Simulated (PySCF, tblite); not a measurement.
# B₂₃N₂₄H₁₉: electronic excitations, NMR shifts, part 2 of 2

tblite 0.8.0 and PySCF 2.14.0. Atoms count from 0. Earlier steps stand in the parts before.

### Step 4. NMR shifts: GIAO KT3/pcSseg-1

Job settings and geometry (Å):

```
{"job": {"kind": "nmr", "xc": "KT3", "basis": "pcSseg-1", "pop": false}, "charge": 0, "multiplicity": 1}
N      0.000246    -2.205649    -0.000980
B     -1.249287    -1.489592    -0.000468
N     -2.501942    -2.212433    -0.000415
B     -2.486941    -3.663600    -0.001019
N     -1.240566    -4.372328    -0.001131
B      0.000302    -3.647452    -0.001449
N      3.682483    -0.071557     0.000124
B      2.478110     0.686536     0.000701
N      1.243734    -0.043175     0.000189
B      1.249761    -1.489571    -0.000632
N      2.502429    -2.212499    -0.000898
B      3.724784    -1.475572    -0.000277
N      3.691961     4.285207     0.001292
B      2.467439     5.013702     0.000364
N      1.236560     4.287520     0.000768
B      1.243796     2.845157     0.001127
N      2.503864     2.137430     0.001218
B      3.728136     2.876649     0.001938
N     -1.236119     4.287556     0.001281
B     -2.466984     5.013794     0.000832
N     -3.691581     4.285376     0.000957
B     -3.727829     2.876803     0.001162
N     -2.503594     2.137483     0.001557
B     -1.243517     2.845184     0.001516
N     -3.687422    -4.436307    -0.000943
B     -3.726412    -5.846653     0.000254
N     -2.483502    -6.517450     0.000299
B     -1.241757    -5.811130    -0.001044
B      0.000242     5.017038     0.000655
N      0.000128     2.120077     0.001461
N      1.241206    -4.372313    -0.001547
B      2.487625    -3.663688    -0.001042
B      0.000159     0.676104     0.000864
N      3.688087    -4.436432    -0.000403
B      1.242453    -5.811126    -0.001824
N      2.484191    -6.517509    -0.001468
B      3.727090    -5.846744    -0.000058
N      2.443728     6.441501    -0.000600
B      1.243188     7.176818    -0.000259
N      0.000239     6.466070     0.000280
N     -1.243369    -0.043205     0.000630
B     -2.477708     0.686588     0.000985
N      0.000345    -6.504318    -0.001813
N     -3.682038    -0.071514     0.001113
B     -3.724317    -1.475506     0.000279
B     -1.242694     7.176868     0.000357
N     -2.443262     6.441600     0.000555
H      4.551590     0.434776     0.000470
H      4.781709    -1.991226    -0.000183
H      4.559757     4.799038     0.001837
H      4.787173     2.364686     0.002650
H     -4.559375     4.799234     0.000415
H     -4.786879     2.364860     0.000749
H     -4.558246    -3.932890    -0.001369
H     -4.743789    -6.435249     0.001491
H     -2.462692    -7.525447     0.001113
H      4.558852    -3.932940     0.000280
H      2.463456    -7.525504    -0.001645
H      4.744388    -6.435263     0.001265
H      3.323002     6.935351    -0.001185
H      1.268743     8.349961     0.000077
H      0.000253    -7.513336    -0.002074
H     -4.551182     0.434743     0.001456
H     -4.781203    -1.991280     0.000856
H     -1.268246     8.350039     0.000179
H     -3.322484     6.935566     0.000457
```

With the program's defaults for keys left out, this is: GIAO KT3/pcSseg-1 NMR shielding, non-relativistic, gas phase.

The program printed:

```text
start: PBE on a coarse grid of 57935 points
cycle   1  E = -1896.0483316290  dE =  8.468e+00  |g| = 1.781e+00  |ddm| = 8.736e+00
cycle   2  E = -1894.8765962068  dE =  1.172e+00  |g| = 2.908e+00  |ddm| = 3.817e+00
cycle   3  E = -1896.7366083725  dE = -1.860e+00  |g| = 2.465e-01  |ddm| = 2.512e+00
cycle   4  E = -1896.7505738341  dE = -1.397e-02  |g| = 1.029e-01  |ddm| = 2.936e-01
cycle   5  E = -1896.7528422586  dE = -2.268e-03  |g| = 3.716e-02  |ddm| = 1.035e-01
cycle   6  E = -1896.7531257060  dE = -2.834e-04  |g| = 1.245e-02  |ddm| = 3.847e-02
cycle   7  E = -1896.7531575514  dE = -3.185e-05  |g| = 3.270e-03  |ddm| = 1.226e-02
final grid: 541604 points
cycle   8  E = -1929.6907776971  dE = -9.417e-02  |g| = 2.016e-01  |ddm| = 8.109e-01
cycle   9  E = -1929.6772901085  dE =  1.349e-02  |g| = 3.217e-01  |ddm| = 3.543e-01
cycle  10  E = -1929.6994568531  dE = -2.217e-02  |g| = 1.702e-02  |ddm| = 2.147e-01
cycle  11  E = -1929.6995198597  dE = -6.301e-05  |g| = 7.405e-03  |ddm| = 2.183e-02
cycle  12  E = -1929.6995318789  dE = -1.202e-05  |g| = 2.678e-03  |ddm| = 7.299e-03
cycle  13  E = -1929.6995358180  dE = -3.939e-06  |g| = 5.735e-04  |ddm| = 3.105e-03
cycle  14  E = -1929.6995333679  dE =  2.450e-06  |g| = 1.851e-04  |ddm| = 6.053e-04
cycle  15  E = -1929.6995367333  dE = -3.365e-06  |g| = 5.644e-05  |ddm| = 2.069e-04
converged SCF energy = -1929.6995367333

GIAO shielding tensors (ppm)
atom      isotropic    diamagn.    paramagn.     s11        s22        s33       span
  0 N      137.859     368.312    -230.453     76.990     77.762    258.824    181.834
  1 B       77.944     205.670    -127.726     68.724     68.956     96.153     27.429
  2 N      129.155     352.573    -223.418     43.447     81.763    262.256    218.810
  3 B       78.537     199.415    -120.878     65.133     72.124     98.352     33.218
  4 N      138.941     346.744    -207.803     73.356     82.128    261.338    187.982
  5 B       77.861     201.378    -123.518     68.134     69.632     95.816     27.683
  6 N      139.748     336.404    -196.656     30.370    161.119    227.755    197.385
  7 B       78.268     208.312    -130.043     66.086     71.158     97.561     31.475
  8 N      136.050     368.816    -232.766     73.128     74.267    260.755    187.627
  9 B       77.943     205.673    -127.730     68.721     68.956     96.151     27.431
 10 N      129.155     352.568    -223.413     43.443     81.773    262.248    218.805
 11 B       75.704     202.410    -126.706     49.870     69.498    107.746     57.876
 12 N      139.856     322.482    -182.626     38.729    172.027    208.813    170.083
 13 B       80.852     201.756    -120.904     68.568     70.650    103.338     34.771
 14 N      136.471     347.032    -210.560     72.978     75.069    261.367    188.389
 15 B       78.207     203.269    -125.062     68.163     69.481     96.978     28.815
 16 N      129.256     351.215    -221.959     46.007     81.449    260.312    214.305
 17 B       75.584     200.384    -124.799     49.839     68.728    108.185     58.346
 18 N      136.471     347.029    -210.558     72.985     75.067    261.360    188.375
 19 B       80.851     201.752    -120.901     68.569     70.648    103.337     34.769
 20 N      139.850     322.484    -182.634     38.719    172.026    208.805    170.086
 21 B       75.584     200.387    -124.803     49.840     68.725    108.186     58.346
 22 N      129.260     351.211    -221.951     46.008     81.461    260.310    214.302
 23 B       78.207     203.266    -125.058     68.165     69.478     96.979     28.814
 24 N      146.715     332.455    -185.740     45.984    166.248    227.915    181.931
 25 B       76.983     195.266    -118.283     52.892     67.780    110.277     57.384
 26 N      146.026     315.469    -169.443     51.666    177.946    208.466    156.801
 27 B       80.318     197.050    -116.733     65.073     73.677    102.203     37.131
 28 B       78.737     201.538    -122.801     66.398     70.693     99.120     32.722
 29 N      138.005     370.408    -232.404     77.495     78.674    257.845    180.351
 30 N      138.937     346.738    -207.801     73.353     82.122    261.337    187.984
 31 B       78.536     199.420    -120.884     65.132     72.125     98.352     33.220
 32 B       77.517     207.885    -130.369     67.697     69.813     95.040     27.343
 33 N      146.729     332.464    -185.734     46.011    166.257    227.919    181.908
 34 B       80.317     197.045    -116.728     65.075     73.675    102.202     37.127
 35 N      146.029     315.467    -169.438     51.664    177.951    208.472    156.808
 36 B       76.985     195.266    -118.281     52.894     67.779    110.282     57.388
 37 N      140.408     320.197    -179.789     41.127    172.566    207.531    166.403
 38 B       71.930     189.092    -117.162     49.689     63.255    102.845     53.156
 39 N      110.871     330.854    -219.983     25.419     44.704    262.489    237.070
 40 N      136.052     368.802    -232.751     73.121     74.274    260.759    187.638
 41 B       78.269     208.311    -130.042     66.086     71.160     97.561     31.475
 42 N      163.368     316.482    -153.114    104.755    189.804    195.546     90.791
 43 N      139.749     336.398    -196.649     30.365    161.117    227.766    197.401
 44 B       75.705     202.414    -126.709     49.870     69.499    107.745     57.874
 45 B       71.929     189.092    -117.163     49.686     63.258    102.843     53.157
 46 N      140.401     320.197    -179.796     41.114    172.564    207.524    166.410
 47 H       25.329      35.592     -10.263     16.832     27.830     31.326     14.493
 48 H       26.651      35.904      -9.253     21.039     27.856     31.058     10.019
 49 H       26.771      26.387       0.384     20.802     27.663     31.850     11.049
 50 H       26.620      34.531      -7.911     21.023     27.812     31.026     10.003
 51 H       26.771      26.388       0.383     20.801     27.662     31.849     11.048
 52 H       26.620      34.531      -7.910     21.023     27.812     31.025     10.002
 53 H       25.811      34.550      -8.738     17.733     28.135     31.566     13.833
 54 H       27.201      22.774       4.427     23.636     27.666     30.301      6.665
 55 H       27.272      19.383       7.888     21.639     27.909     32.267     10.628
 56 H       25.812      34.551      -8.739     17.734     28.135     31.568     13.834
 57 H       27.271      19.381       7.890     21.639     27.908     32.267     10.629
 58 H       27.202      22.776       4.426     23.638     27.667     30.302      6.665
 59 H       26.868      21.112       5.756     21.181     27.547     31.877     10.696
 60 H       26.880      20.149       6.731     23.047     28.090     29.503      6.456
 61 H       28.221      22.509       5.712     21.483     29.428     33.751     12.269
 62 H       25.330      35.591     -10.262     16.833     27.830     31.325     14.492
 63 H       26.650      35.905      -9.255     21.038     27.856     31.057     10.019
 64 H       26.880      20.149       6.731     23.047     28.089     29.503      6.456
 65 H       26.868      21.113       5.754     21.181     27.546     31.876     10.696
```

Run time: 65 s. Hardware: 4 threads of Arm Neoverse V2, shared host; peak memory 2.6 GiB.

The references, computed at this level on geometries of the same kind, shield at (ppm): 1H TMS 31.76, 15N NH3 264.4, 11B BF3·OEt2 100.0. Their shielding less the atom's gives the shift. The references are single molecules in the gas phase, so shifts against H2O, NH3, PH3, H3PO4 or CFCl3 are not on the usual liquid scales and can be off by tens of ppm. Atoms listed in one row are averaged.

```csv
atoms,environment,σ (ppm),δ (ppm)
"H47, H62",hydrogen on a nitrogen bonded to 2 B,25.33,6.43
"H53, H56",hydrogen on a nitrogen bonded to 2 B,25.81,5.95
"H50, H52",hydrogen on a boron bonded to 2 N,26.62,5.14
"H48, H63",hydrogen on a boron bonded to 2 N,26.65,5.11
"H49, H51",hydrogen on a nitrogen bonded to 2 B,26.77,4.99
"H59, H65",hydrogen on a nitrogen bonded to 2 B,26.87,4.89
"H60, H64",hydrogen on a boron bonded to 2 N,26.88,4.88
"H54, H58",hydrogen on a boron bonded to 2 N,27.20,4.56
"H55, H57",hydrogen on a nitrogen bonded to 2 B,27.27,4.49
H61,hydrogen on a nitrogen bonded to 2 B,28.22,3.54
N39,nitrogen bonded to 3 B,110.9,153.5
"N2, N10",nitrogen bonded to 3 B,129.2,135.2
"N16, N22",nitrogen bonded to 3 B,129.3,135.1
"N8, N40",nitrogen bonded to 3 B,136.1,128.3
"N14, N18",nitrogen bonded to 3 B,136.5,127.9
N0,nitrogen bonded to 3 B,137.9,126.5
N29,nitrogen bonded to 3 B,138.0,126.4
"N4, N30",nitrogen bonded to 3 B,138.9,125.5
"N6, N43","nitrogen bonded to 2 B, H",139.7,124.6
"N12, N20","nitrogen bonded to 2 B, H",139.9,124.5
"N37, N46","nitrogen bonded to 2 B, H",140.4,124.0
"N26, N35","nitrogen bonded to 2 B, H",146.0,118.4
"N24, N33","nitrogen bonded to 2 B, H",146.7,117.7
N42,"nitrogen bonded to 2 B, H",163.4,101.0
"B38, B45","boron bonded to 2 N, H",71.9,28.0
"B17, B21","boron bonded to 2 N, H",75.6,24.4
"B11, B44","boron bonded to 2 N, H",75.7,24.3
"B25, B36","boron bonded to 2 N, H",77.0,23.0
B32,boron bonded to 3 N,77.5,22.5
B5,boron bonded to 3 N,77.9,22.1
"B1, B9",boron bonded to 3 N,77.9,22.0
"B15, B23",boron bonded to 3 N,78.2,21.8
"B7, B41",boron bonded to 3 N,78.3,21.7
"B3, B31",boron bonded to 3 N,78.5,21.4
B28,boron bonded to 3 N,78.7,21.2
"B27, B34",boron bonded to 3 N,80.3,19.7
"B13, B19",boron bonded to 3 N,80.9,19.1
```

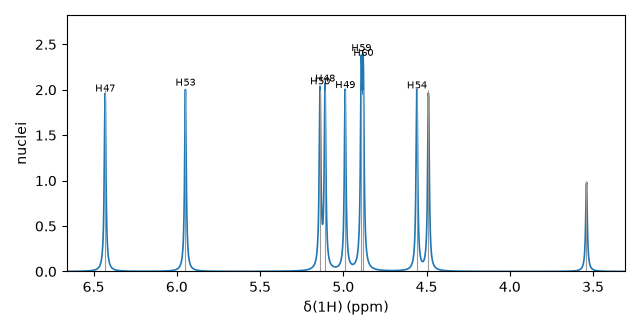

1H lines at the computed shifts, without couplings. Lines are broadened to a width of 0.01 ppm (Lorentzian).

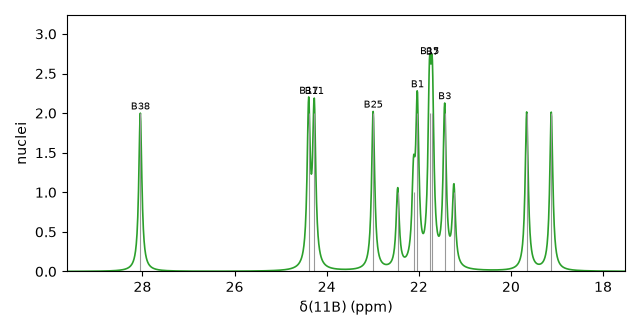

11B lines at the computed shifts, without couplings. Lines are broadened to a width of 0.08 ppm (Lorentzian).

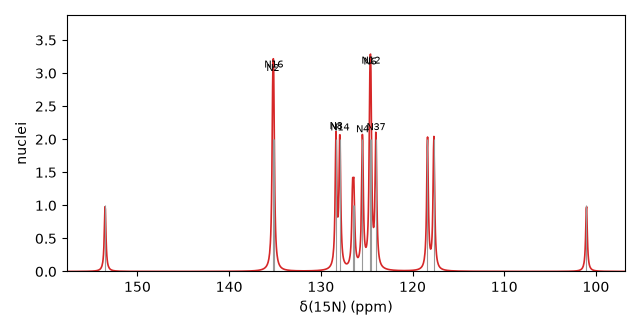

15N lines at the computed shifts, without couplings. Lines are broadened to a width of 0.21 ppm (Lorentzian).

Ring of atoms N0, B1, N2, B3, N4, B5: NICS(0) -0.6, NICS(1) -1.2, NICS(1)zz 4.3 ppm (means of both faces).

Ring of atoms N0, B1, N8, B9, B32, N40: NICS(0) -0.6, NICS(1) -1.1, NICS(1)zz 4.9 ppm (means of both faces).

Ring of atoms B1, N2, N40, B41, N43, B44: NICS(0) -1.2, NICS(1) -1.8, NICS(1)zz 2.0 ppm (means of both faces).

### Step 5. What came out

What follows sums up all 2 parts.

```
                                                                   quantity                                                                                                 value
                                               lowest singlet (PBE0/6-31G*)                                                                           6.03 eV (206 nm), f = 0.440
                                                             lowest triplet                                                                                               5.79 eV
                                      surface potential, least and greatest                                                                                    -0.73 V and 2.01 V
      1H shifts against TMS (KT3/pcSseg-1, means over atoms taken as alike)                                        6.43, 5.95, 5.14, 5.11, 4.99, 4.89, 4.88, 4.56, 4.49, 3.54 ppm
     15N shifts against NH3 (KT3/pcSseg-1, means over atoms taken as alike)  153.5, 135.2, 135.1, 128.3, 127.9, 126.5, 126.4, 125.5, 124.6, 124.5, 124.0, 118.4, 117.7, 101.0 ppm
11B shifts against BF3·OEt2 (KT3/pcSseg-1, means over atoms taken as alike)                      28.0, 24.4, 24.3, 23.0, 22.5, 22.1, 22.0, 21.8, 21.7, 21.4, 21.2, 19.7, 19.1 ppm
```

In words: The first singlet state (HOMO→LUMO+1 0.76) lies at 6.03 eV and is bright. The lowest triplet lies 0.24 eV below the lowest singlet. At KT3/pcSseg-1: Shielding is most anisotropic at N39 (span 237 ppm, paramagnetic term -220 ppm).
